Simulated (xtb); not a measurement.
Run report: SnH$_{2}$OF$_{2}$ (charge −1), molecular dynamics

- system: SnH$_{2}$OF$_{2}$, charge −1, multiplicity 2
- method: GFN-FF, ALPB solvent dmf (xtb 6.7.1)

The geometry comes from this level: RDKit embedding + UFF.

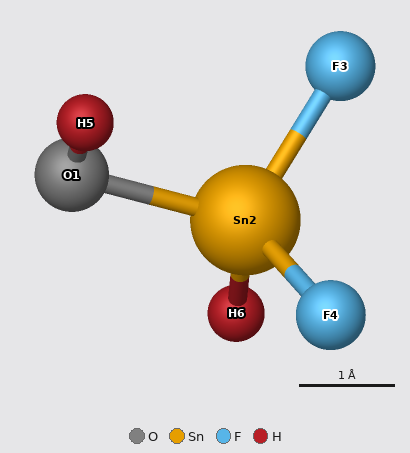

The starting structure (ball-and-stick view, seen at a tilt; atoms are numbered from 1 in the order of the input). Sticks mark near contacts. Bond lengths as drawn: F–Sn 1.94 Å, H–O 0.99 Å, H–Sn 1.75 Å and O–Sn 1.98 Å.

The input
```python
import subprocess
from rdkit import Chem
from rdkit.Chem import AllChem

m = Chem.AddHs(Chem.MolFromSmiles("[OH][SnH]([F])[F]"))
AllChem.EmbedMolecule(m, randomSeed=420)
AllChem.UFFOptimizeMolecule(m)
Chem.MolToXYZFile(m, "embedded.xyz")
run = subprocess.run(["xtb", "embedded.xyz", "--md", "-c", "-1", "-u", "1", "--input", "xcontrol", "--alpb", "dmf", "--gff"], capture_output=True, text=True)
print(run.stdout)
```

File xcontrol
```
$md
   temp=300
   time=0.2
   step=1
   dump=20
   hmass=1
   shake=0
$gbsa
   gbsagrid=tight
$end
```

File embedded.xyz
```
6

O      1.509003    0.045239    0.540923
Sn    -0.420592   -0.026806    0.098159
F     -0.928145    1.592447   -0.847938
F     -0.768641   -1.571020   -1.028321
H      1.961803    0.118129   -0.336690
H     -1.353429   -0.157988    1.573867
```

Run on 1 thread of Intel Xeon @ 2.50GHz (Skylake/Cascade Lake), 16 GiB of memory available, shared host.

Launch command:
```bash
python run_xtb.py
```

What the program printed
```
* xtb version 6.7.1
   ID    Z sym.   atoms
    1    8 O      1
    2   50 Sn     2
    3    9 F      3, 4
    4    1 H      5, 6

           -------------------------------------------------
          |                Calculation Setup                |
           -------------------------------------------------

          program call               : xtb embedded.xyz --md -c -1 -u 1 --input xcontrol --alpb dmf --gff
          coordinate file            : embedded.xyz
          omp threads                :                     1

          ==================== Thresholds ====================
          CN  :   150.00000
          rep :   500.00000
          disp:  2500.00000
          HB1 :   250.00000
          HB2 :   450.00000

          Pauling EN used:
          Z : 1  EN :  2.20
          Z : 8  EN :  3.44
          Z : 9  EN :  3.98
          Z :50  EN :  1.96
          electric field strengths (au): 0.000

           -------------------------------------------------
          |           Force Field Initialization            |
           -------------------------------------------------

          distances ...
          ----------------------------------------
          generating topology and atomic info file ...
          pair mat ...
          computing topology distances matrix with Floyd-Warshall algo ...
          making topology EEQ charges ...
          #fragments for EEQ constrain: 1
          ----------------------------------------
          generating topology and atomic info file ...
          pair mat ...
          computing topology distances matrix with Floyd-Warshall algo ...
          making topology EEQ charges ...
          #fragments for EEQ constrain: 1
          rings ...
          # BATM   6
          # H in HB   2

  atom   neighbors  erfCN metchar sp-hybrid imet pi  qest     coordinates
    1  O       2    1.91   0.00         3    0    0  -0.511    2.851602    0.085489    1.022196
    2  Sn      4    3.49   0.04         3    0    0   0.457   -0.794804   -0.050656    0.185494
    3  F       1    0.97   0.00         0    0    0  -0.505   -1.753940    3.009289   -1.602371
    4  F       1    0.97   0.00         0    0    0  -0.505   -1.452521   -2.968798   -1.943245
    5  H       1    1.02   0.02         0    0    0   0.152    3.707270    0.223231   -0.636252
    6  H       1    0.94   0.01         0    0    0  -0.088   -2.557610   -0.298554    2.974178

          #atoms :   6
          #bonds :   5
          #angl  :   7
          #tors  :   3
          #nmol  :   1
          #optfrag :   1
           -------------------------------------------------
          |                   G F N - F F                   |
          |          A general generic force-field          |
          |                  Version 1.0.3                  |
           -------------------------------------------------
      * Solvation model:               ALPB
        Solvent                        dmf
        Parameter file                 internal GFN-FF/ALPB
        Dielectric constant                3.7000E+01
        Reference state                gsolv [1 M gas/solution]
        Free energy shift                  5.2364E-03 Eh       3.2859E+00 kcal/mol
        Temperature                        3.0000E+02 K
        Density                            9.5000E-01 kg/L
        Solvent mass                       7.3100E+01 g/mol
        Interaction kernel             P16
        Born radius scaling (c1)           2.0907E+00
        Born radii integrator          GBOBC
        Born offset                        0.0000E+00 a0       0.0000E+00 AA
        H-bond correction              true
        Ion screening                  false
        Surface tension                    1.0000E-05 Eh       1.5569E+01 dyn/cm
        Grid points                               974 per atom
          Number of HB bonds (bound hydrogen)     24
          Number of HB bonds (unbound hydrogen)   12
          Number of XB bonds                      0

 E+G (total)                   0 d,  0 h,  0 min,  0.001 sec
 distance/D3 list               ...        0 min,  0.000 sec (  0.645%)
 non bonded repulsion           ...        0 min,  0.000 sec (  3.122%)
 dCN                            ...        0 min,  0.000 sec (  2.523%)
 EEQ energy and q               ...        0 min,  0.000 sec (  4.429%)
 D3                             ...        0 min,  0.000 sec (  3.038%)
 EEQ gradient                   ...        0 min,  0.000 sec (  6.848%)
 bonds                          ...        0 min,  0.000 sec (  2.838%)
 bend and torsion               ...        0 min,  0.000 sec (  3.262%)
 bonded ATM                     ...        0 min,  0.000 sec (  1.110%)
 HB/XB (incl list setup)        ...        0 min,  0.000 sec (  7.400%)
 GBSA                           ...        0 min,  0.000 sec ( 67.156%)

         :::::::::::::::::::::::::::::::::::::::::::::::::::::
         ::                     SUMMARY                     ::
         :::::::::::::::::::::::::::::::::::::::::::::::::::::
         :: total energy              -1.707386900471 Eh    ::
         :: total w/o Gsolv           -1.619807754650 Eh    ::
         :: total w/o Gsasa/hb        -1.702706256022 Eh    ::
         :: gradient norm              0.025036849225 Eh/a0 ::
         ::.................................................::
         :: bond energy               -0.379966157994 Eh    ::
         :: angle energy               0.001658016854 Eh    ::
         :: torsion energy             0.000000000086 Eh    ::
         :: repulsion energy           0.032917459581 Eh    ::
         :: electrostat energy        -1.272554999585 Eh    ::
         :: dispersion energy         -0.001773620431 Eh    ::
         :: HB energy                 -0.000000003546 Eh    ::
         :: XB energy                  0.000000000000 Eh    ::
         :: bonded atm energy         -0.000088449615 Eh    ::
         :: external energy            0.000000000000 Eh    ::
         :: -> Gsolv                  -0.087579145821 Eh    ::
         ::    -> Gborn               -0.082898501372 Eh    ::
         ::    -> Gsasa               -0.008391879646 Eh    ::
         ::    -> Ghb                 -0.001525183143 Eh    ::
         ::    -> Gshift               0.005236418341 Eh    ::
         :: add. restraining           0.000000000000 Eh    ::
         :: total charge              -1.000000000000 e     ::
         :::::::::::::::::::::::::::::::::::::::::::::::::::::

           -------------------------------------------------
          |                Property Printout                |
           -------------------------------------------------

molecular dipole:
                 x           y           z       tot (Debye)
 q only:        0.544      -0.011       0.672       2.199

           -------------------------------------------------
          | TOTAL ENERGY               -1.707386900471 Eh   |
          | GRADIENT NORM               0.025036849225 Eh/α |
           -------------------------------------------------
           -------------------------------------------------
          |               Molecular Dynamics                |
           -------------------------------------------------
 trajectories on xtb.trj or xtb.trj.<n>

 MD time /ps        :    0.20
 dt /fs             :    1.00
 SCC accuracy       :    2.00
 temperature /K     :  300.00
 max steps          :   200
 block length (av.) :  5000
 dumpstep(trj) /fs  :   20.00    20
 dumpstep(coords)/fs: 1000.00  1000
 H atoms mass (amu) :     1
 # deg. of freedom  :    18
 SHAKE off
 Berendsen THERMOSTAT on
         time (ps)    <Epot>      Ekin   <T>   T     Etot
      0    0.00      0.00000   0.0171    0.    0.    -1.69029
 average properties
 Epot               :  -1.6928752074286486
 Epot (accurate SCC):  -1.7015955665454254
 Ekin               :   9.7231292224161537E-003
 Etot               :  -1.6831520782062326
 T                  :   341.14714059411227
 normal exit of md()
########################################################################
[WARNING] Runtime exception occurred
-1- gfnff_setup: Could not read topology file.
########################################################################

------------------------------------------------------------------------
------------------------------------------------------------------------
 total:
 *  cpu-time:     0 d,  0 h,  0 min,  0.081 sec
 * ratio c/w:     0.999 speedup
 SCF:
 *  cpu-time:     0 d,  0 h,  0 min,  0.001 sec
 * ratio c/w:     1.001 speedup
 MD:
 *  cpu-time:     0 d,  0 h,  0 min,  0.076 sec
 * ratio c/w:     1.000 speedup
```

Trajectory as extended XYZ (Å, eV, eV/Å), 10 frames, from step=0 to step=9
```
6
Properties=species:S:1:pos:R:3 step=0 time_fs=0.0 energy=-46.46036
O     1.5090    0.0452    0.5409
Sn   -0.4206   -0.0268    0.0982
F    -0.9281    1.5924   -0.8479
F    -0.7686   -1.5710   -1.0283
H     1.9618    0.1181   -0.3367
H    -1.3534   -0.1580    1.5739
6
Properties=species:S:1:pos:R:3 step=1 time_fs=20.0 energy=-46.34360
O     1.5514    0.1333    0.5184
Sn   -0.4352   -0.0510    0.0900
F    -0.8599    1.6187   -0.8229
F    -0.8126   -1.5692   -1.0007
H     2.3754    0.6525    0.1382
H    -1.2195    0.1881    1.5979
6
Properties=species:S:1:pos:R:3 step=2 time_fs=40.0 energy=-46.35311
O     1.4947    0.1779    0.4927
Sn   -0.4243   -0.0491    0.0719
F    -0.7929    1.5635   -0.7529
F    -0.8750   -1.5744   -0.9533
H     1.9891    1.1218    0.5522
H    -1.3054   -0.0642    1.5097
6
Properties=species:S:1:pos:R:3 step=3 time_fs=60.0 energy=-46.32288
O     1.4529    0.2135    0.5027
Sn   -0.4011   -0.0581    0.0638
F    -0.7987    1.6430   -0.7568
F    -0.9499   -1.6155   -0.9208
H     1.4761    1.1686    0.9379
H    -1.3507   -0.3519    1.3929
6
Properties=species:S:1:pos:R:3 step=4 time_fs=80.0 energy=-46.40412
O     1.4948    0.2763    0.5896
Sn   -0.3977   -0.0690    0.0406
F    -0.8428    1.6793   -0.7442
F    -0.9984   -1.6292   -0.8843
H     1.9896    0.7897    1.2833
H    -1.1697   -0.1114    1.4727
6
Properties=species:S:1:pos:R:3 step=5 time_fs=100.0 energy=-46.28383
O     1.5508    0.2517    0.6616
Sn   -0.3914   -0.0498    0.0143
F    -0.8985    1.5865   -0.6906
F    -1.0286   -1.6331   -0.8447
H     1.8711    0.5365    1.4928
H    -1.0608    0.0954    1.4605
6
Properties=species:S:1:pos:R:3 step=6 time_fs=120.0 energy=-46.30146
O     1.4693    0.1380    0.6688
Sn   -0.3538   -0.0353    0.0104
F    -1.0210    1.6084   -0.7149
F    -1.0447   -1.6305   -0.7977
H     1.5063    0.4080    1.5509
H    -1.2350   -0.1402    1.3204
6
Properties=species:S:1:pos:R:3 step=7 time_fs=140.0 energy=-46.32880
O     1.4513   -0.0027    0.7317
Sn   -0.3378   -0.0192    0.0011
F    -1.1361    1.6178   -0.7437
F    -1.0283   -1.6164   -0.7586
H     1.7788    0.4434    1.5183
H    -1.2360   -0.2854    1.2554
6
Properties=species:S:1:pos:R:3 step=8 time_fs=160.0 energy=-46.24076
O     1.5532   -0.1455    0.8266
Sn   -0.3531    0.0133   -0.0154
F    -1.1799    1.5203   -0.7205
F    -0.9940   -1.6274   -0.7575
H     1.9261    0.6369    1.3687
H    -1.0175    0.0135    1.3872
6
Properties=species:S:1:pos:R:3 step=9 time_fs=180.0 energy=-46.17531
O     1.4630   -0.2205    0.8064
Sn   -0.3380    0.0193   -0.0050
F    -1.2495    1.5377   -0.7519
F    -0.9533   -1.6300   -0.7609
H     2.0856    0.5811    1.1201
H    -0.9786    0.2717    1.3799
```

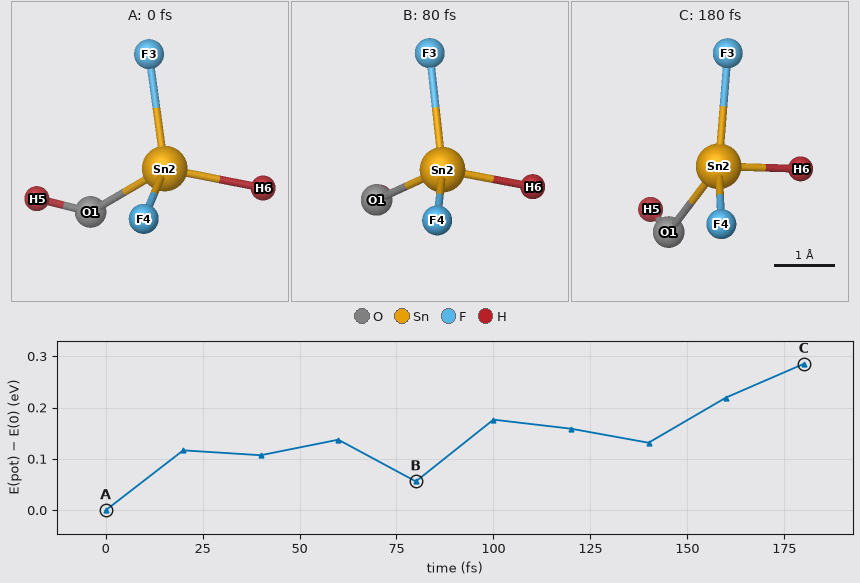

Frames of the molecular dynamics (ball-and-stick, seen at a tilt) above the curves, on which the letters mark them. The trajectory kept here has 10 frames over 180 fs. The potential energy ends 0.285 eV above its first value. After an unweighted best fit of the last frame on the first, the root-mean-square displacement is 0.59 Å.

Summary

```json
{"quantity": "outcome", "value": "finished"}
{"quantity": "trajectory", "value": "10 frames kept, 180 fs"}
{"quantity": "potential energy (first step)", "value": "−1.707387 hartree"}
{"quantity": "dispersion energy (first step)", "value": "−0.001774 hartree"}
{"quantity": "solvation energy (first step)", "value": "−0.087579 hartree"}
{"quantity": "peak memory", "value": "0.078 GiB"}
```

Notes

Settings chosen away from the usual ones: method = gfn-ff; task = md; x = {"md_temperature": 300, "md_time": 0.2, "time_step": 1, "md_dump": 20, "hydrogen_mass": 1, "shake": 0, "surface_grid": "tight"}; partner = anion; sm = ALPB; solvent = dmf. So short a trajectory is not equilibrated.
